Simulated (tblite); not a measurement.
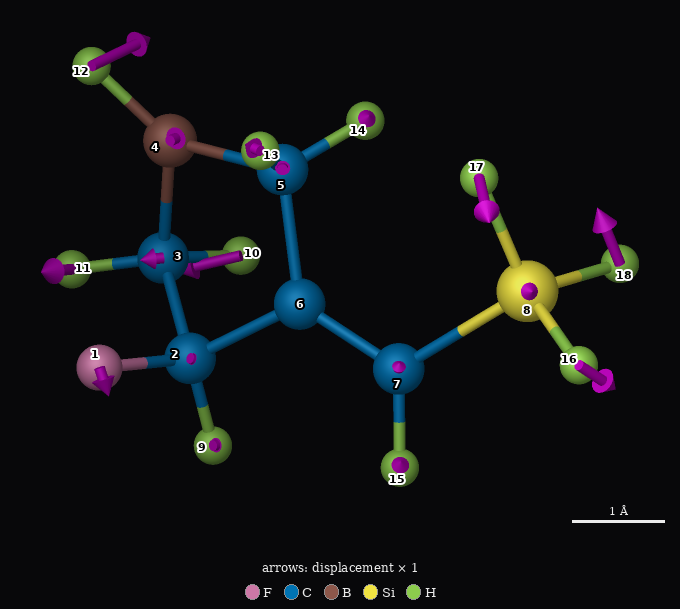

A relaxation of C5H10BFSi. The starting structure is drawn; purple arrows show the displacements, at their true length. The two geometries are superimposed by the best rigid fit.

Style: ball-and-stick. Shown from a free direction.

Level of theory: GFN2-xTB geometry optimisation, gas phase in tblite 0.8.0. 

**Atoms of which element are displaced furthest, and by how much?**

Hydrogen: up to 1.03 Å, against 0.34 Å for fluorine.

**What did the optimiser do to the structure, and how much energy did it gain?**

H12 moves most after the best rigid fit: 1.03 Å. Largest moves by element: H 1.03 Å, F 0.34 Å, B 0.30 Å, C 0.26 Å, Si 0.19 Å. Among the contacts that change: C7–Si8 1.836 → 1.879 Å, F1–C2 1.362 → 1.395 Å, B4–H12 1.196 → 1.166 Å, B4–C5 1.600 → 1.572 Å. Among the angles between lasting bonds that change: F1–C2–H9 114.0° → 104.8°, H13–C5–H14 113.7° → 105.2°, H10–C3–H11 114.4° → 106.0°. Groups turn about C3–B4 by about 40°, C7–Si8 by about 35°, B4–C5 by about 35°. After 107 geometry steps the energy has fallen by 54.3 kJ/mol. The run took 0.77 s on 1 thread of Arm Neoverse V1, with other jobs on the host.
